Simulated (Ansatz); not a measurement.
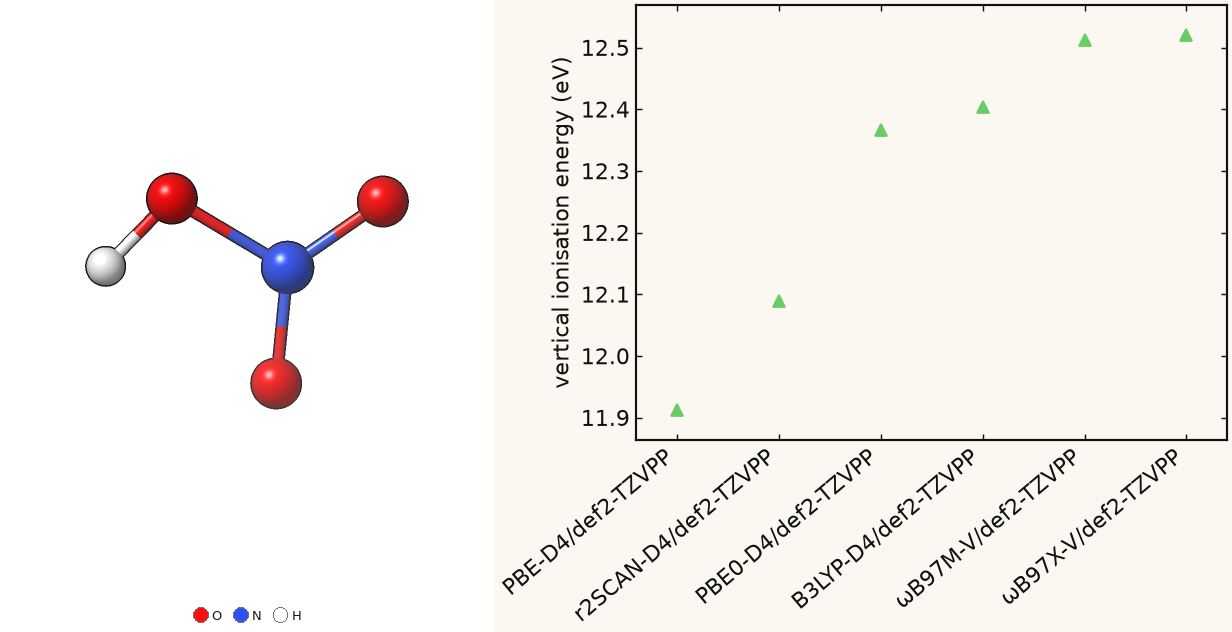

Vertical ionisation energy of NHO₃, SMILES O=[N+]([O-])O, taken as the energy of the cation less that of the neutral at fixed geometry (unrestricted doublet cation, cores frozen in correlated methods, no spin-orbit coupling), the Ansatz code 0.2.0, at a PBE0-D4/def2-TZVP geometry (a minimum by its frequencies).

What range do the values span?

Answer. From 11.91 eV (PBE-D4/def2-TZVPP) to 12.52 eV (ωB97X-V/def2-TZVPP).

Give the values.

Answer.
```
               level     eV
   PBE-D4/def2-TZVPP  11.91
r2SCAN-D4/def2-TZVPP  12.09
  PBE0-D4/def2-TZVPP  12.37
 B3LYP-D4/def2-TZVPP  12.40
  ωB97M-V/def2-TZVPP  12.51
  ωB97X-V/def2-TZVPP  12.52
```
